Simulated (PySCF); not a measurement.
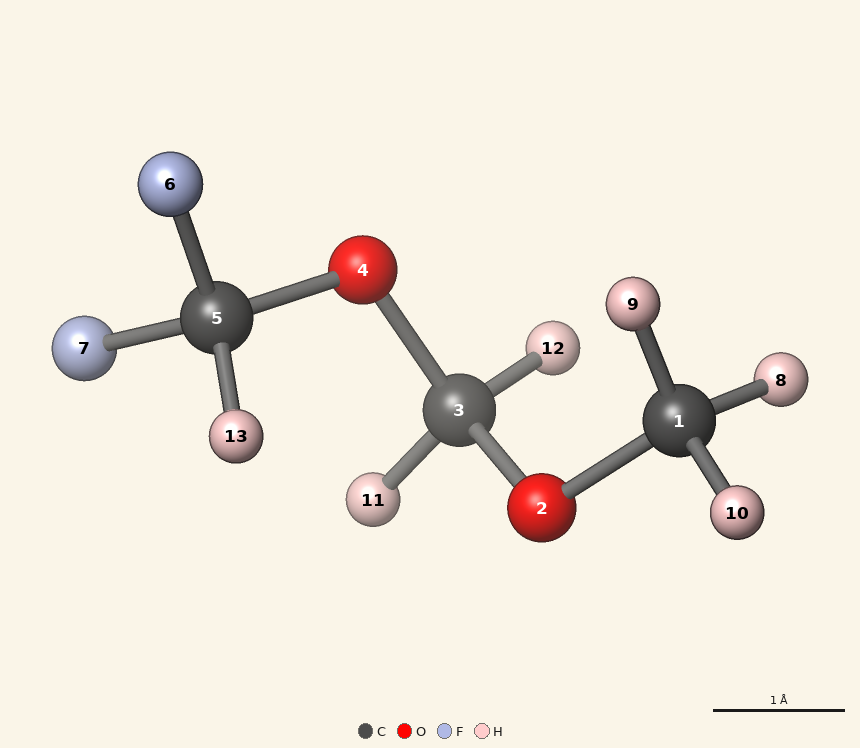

Orthographic view. Distant atoms are faded towards the background colour. The geometry was computed by an optimisation with PBE0-D3(BJ)/def2-SVP. No frequency run is at hand to confirm it as a minimum.

Write a MOL file (V2000) with the atoms in numerical order, bonds sorted by atom number with the orders drawn, and coordinates in the frame of the picture: x right, y up, z towards the viewer, origin at the mean position.

```
C3H6F2O2
                    3D

 13 12  0  0  0  0  0  0  0  0999 V2000
    1.7700   -0.3100    0.6400 C   0  0  0  0  0  0  0  0  0  0  0  0
    0.7200   -0.9800   -0.0100 O   0  0  0  0  0  0  0  0  0  0  0  0
    0.0900   -0.2300   -0.9700 C   0  0  0  0  0  0  0  0  0  0  0  0
   -0.6500    0.8400   -0.4400 O   0  0  0  0  0  0  0  0  0  0  0  0
   -1.7700    0.4800    0.2400 C   0  0  0  0  0  0  0  0  0  0  0  0
   -2.1300    1.5000    1.0200 F   0  0  0  0  0  0  0  0  0  0  0  0
   -2.7900    0.2400   -0.6200 F   0  0  0  0  0  0  0  0  0  0  0  0
    2.5500    0.0000   -0.0800 H   0  0  0  0  0  0  0  0  0  0  0  0
    1.4100    0.5800    1.1900 H   0  0  0  0  0  0  0  0  0  0  0  0
    2.2100   -1.0200    1.3600 H   0  0  0  0  0  0  0  0  0  0  0  0
   -0.5800   -0.9200   -1.5300 H   0  0  0  0  0  0  0  0  0  0  0  0
    0.8000    0.2400   -1.6700 H   0  0  0  0  0  0  0  0  0  0  0  0
   -1.6200   -0.4300    0.8500 H   0  0  0  0  0  0  0  0  0  0  0  0
  1  2  1  0
  1  8  1  0
  1  9  1  0
  1 10  1  0
  2  3  1  0
  3  4  1  0
  3 11  1  0
  3 12  1  0
  4  5  1  0
  5  6  1  0
  5  7  1  0
  5 13  1  0
M  END
```
